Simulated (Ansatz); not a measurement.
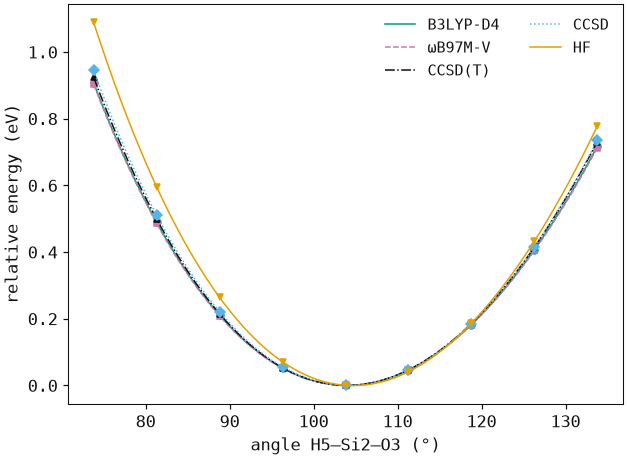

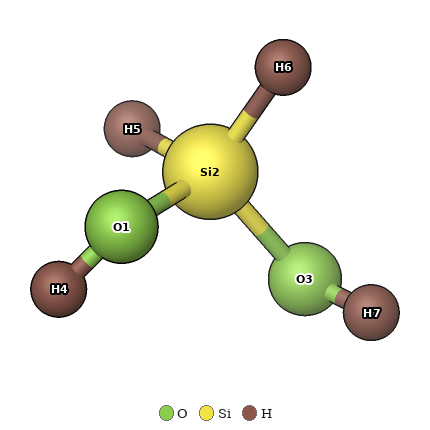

Rigid scan of the bend H5–Si2–O3 in SiH₄O₂, SMILES O[SiH2]O. The Ansatz code, def2-TZVPP, cores frozen in correlated methods. A bend is scanned from the minimum (PBE0-D4/def2-TZVP); energies less that of the minimum at the same level; the first-named atom and what hangs on it turn in the plane. Splines pass through the computed points, which are marked.

Q: How far can the coupled-cluster curve be trusted along the scan?

A: The calculation's T1 diagnostic reaches at most 0.012 (at 74°), under the customary mark of 0.02, so it gives no sign of multireference character.

Q: Where is the minimum of each curve?

A: B3LYP-D4: near 104°; ωB97M-V: near 104°; CCSD(T): near 104°; CCSD: near 104°; HF: near 105° (from the spline).

Q: Which curve follows CCSD(T) best, and which worst?

A: Best B3LYP-D4, worst HF; largest departures: B3LYP-D4 0.017, CCSD 0.020, ωB97M-V 0.021, HF 0.165 eV. CCSD(T) is in the same finite basis, not at its limit.
